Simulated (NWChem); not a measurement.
# CH5Si (SMILES [CH2][SiH3]) at U-wB97X/6-311+G(d,p) (density fitting with weigend coulomb fitting)

What is the electronic atomisation energy of CH5Si at U-wB97X/6-311+G** (density fitting with weigend coulomb fitting)? 

The results are computed with NWChem 7.3.0.

## 1. Starting point

CH5Si has 7 atoms, charge 0, and is taken as a doublet. SMILES: `[CH2][SiH3]`. The coordinates come from a PBE0-D4/def2-TZVP relaxation.

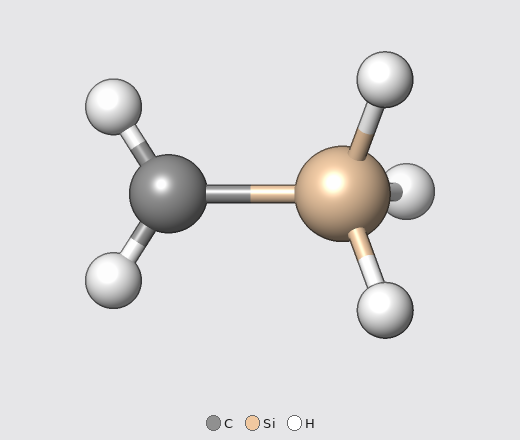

Viewed from a chosen angle; carbon grey, silicon light orange, hydrogen white.

## 2. A single-point energy at U-wB97X/6-311+G(d,p) (density fitting with weigend coulomb fitting) (run 1)

The input, ch5si.nw:

```
START ch5si
TITLE "CH5Si"
memory 2200 mb

GEOMETRY units angstroms noautosym nocenter noautoz
 C     -0.172600    -1.103000     0.047400
 Si     0.132300     0.709800    -0.029000
 H     -1.139000    -1.522200     0.308500
 H      0.588300    -1.834800    -0.203800
 H     -0.191200     1.256600    -1.379100
 H     -0.719700     1.420100     0.961800
 H      1.563100     1.005600     0.248500
END

BASIS spherical bse
 * library 6-311+G**
END

BASIS "cd basis" spherical
 * library "weigend coulomb fitting"
END

DFT
 xc wb97x
 mult 2
 grid fine
 convergence energy 1e-08
 maxiter 100
 mulliken
 noprint "final vectors analysis"
END

TASK dft energy
```

On the command line:

```bash
$ nwchem ch5si.nw > ch5si.out
```

Standard output:

```text
[...]
          Wavefunction type:  spin polarized.
          No. of atoms     :     7
          No. of electrons :    25
[...]
          Charge           :     0
          Spin multiplicity:     2
[...]
          AO basis - number of functions:    82
[...]
              XC Information
              --------------
                       wb97x  Method XC Functional
                     Hartree-Fock (Exact) Exchange  1.000
                         wb97x Exchange Functional  1.000
                      wb97x Correlation Functional  1.000
[...]
 d= 0,ls=0.0,diis     1   -330.5075682793 -3.87D+02  1.64D-03  1.15D-01     5.0
[...]
 d= 0,ls=0.0,diis    10   -330.5349993251 -7.81D-09  1.45D-07  3.70D-11    47.2
[...]
         Total DFT energy =     -330.534999325117
      One electron energy =     -566.444885961345
           Coulomb energy =      208.048656524625
    Exchange-Corr. energy =      -28.160705189827
 Nuclear repulsion energy =       56.021935301430
[...]
      Total Density - Mulliken Population Analysis
     ---------------------------------------------
    Atom       Charge   Shell Charges
 -----------   ------   -------------------------------------------------------
    1 C    6     6.59   1.11  0.88  0.61  0.75  1.46  0.65  1.11 -0.03  0.04  0.02
    2 Si  14    13.34   0.79  1.18  0.95  1.04  0.80  0.40  1.97  3.90  0.69  1.33  0.09  0.04  0.01  0.16
    3 H    1     0.82   0.27  0.46  0.07  0.03
    4 H    1     0.82   0.27  0.46  0.07  0.03
    5 H    1     1.14   0.25  0.58  0.30  0.01
    6 H    1     1.14   0.25  0.58  0.30  0.01
    7 H    1     1.14   0.25  0.58  0.30  0.01
[...]
      <S2> =      0.7543 (Exact =     0.7500)
[...]
```

It took 48 s on 1 thread of Intel Xeon Platinum 8375C at 2.90GHz (Ice Lake), shared host; peak memory 0.12 GiB.

## 3. The C atom, same level (run 2)

The input, c.nw:

```
start c
title "C energy"
memory 2200 mb
charge 0

geometry units angstroms noautosym nocenter noautoz
  C     0.000000    0.000000    0.000000
end

basis spherical bse
  * library 6-311+G**
end

basis "cd basis" spherical
  * library "weigend coulomb fitting"
end

dft
  xc wb97x
  mult 3
  grid fine
  convergence energy 1e-08
  maxiter 100
  mulliken
  print low
end

task dft energy
```

On the command line:

```bash
$ nwchem c.nw > c.out
```

Standard output:

```text
[...]
 d= 0,ls=0.0,diis     1    -37.7867080793 -3.78D+01  1.26D-02  9.52D-02     0.3
[...]
 d= 0,ls=0.0,diis     8    -37.8440257643 -3.68D-11  2.14D-07  4.13D-12     1.1
[...]
         Total DFT energy =      -37.844025764319
      One electron energy =      -50.452629423870
           Coulomb energy =       17.833545135587
    Exchange-Corr. energy =       -5.224941476037
 Nuclear repulsion energy =        0.000000000000
[...]
      Total Density - Mulliken Population Analysis
     ---------------------------------------------
    Atom       Charge   Shell Charges
 -----------   ------   -------------------------------------------------------
    1 C    6     6.00   1.11  0.88  0.41  1.01  0.89  0.98  0.65  0.01  0.04  0.00
     --------------------------------------------
      Spin Density - Mulliken Population Analysis
     --------------------------------------------
    Atom       Charge   Shell Charges
 -----------   ------   -------------------------------------------------------
    1 C    6     2.00  -0.00  0.00  0.41  0.09  0.89 -0.08  0.65 -0.01  0.04 -0.00
[...]
      <S2> =      2.0053 (Exact =     2.0000)
[...]
```

Wall time 1.6 s (1 thread of Intel Xeon Platinum 8375C at 2.90GHz (Ice Lake), shared host); peak memory 0.11 GiB.

Run 3 isn't shown in full; the table further down has it.

## 4. The Si atom (run 4)

The input, si.nw:

```
start si
title "Si wB97X"
memory total 2200 mb
geometry noautosym nocenter noautoz
Si     0.000000     0.000000     0.000000
end
basis spherical bse
* library 6-311+G**
end
basis "cd basis" spherical
* library "weigend coulomb fitting"
end
dft
xc wb97x
mult 3
grid fine
convergence energy 1e-08
maxiter 100
mulliken
noprint "final vectors analysis"
end
task dft energy
```

Run the same way, it converges to -289.36084 Eh (log not shown).

## 5. Overview of the runs

```csv
run,partner,energy (Eh),⟨S²⟩,wall time
1,base,-330.534999,0.754,48 s
2,atoms,-37.844026,2.005,1.6 s
3,atoms,-0.501396,0.750,1 s
4,atoms,-289.360839,2.003,3.6 s
```

## 6. Outcome

Level: U-wB97X/6-311+G** (density fitting with weigend coulomb fitting).

| quantity | value |
| --- | --- |
| Si atom: total energy | -289.36084 Eh |
| Si atom: ⟨S²⟩ | 2.003 |
| electronic atomisation energy | 22.399 eV |

**Reading.** Taking the molecule apart into free atoms costs 22.40 eV (2161 kJ/mol), before zero-point energy and without spin-orbit coupling. All runs together took 54 s, the longest 48 s.
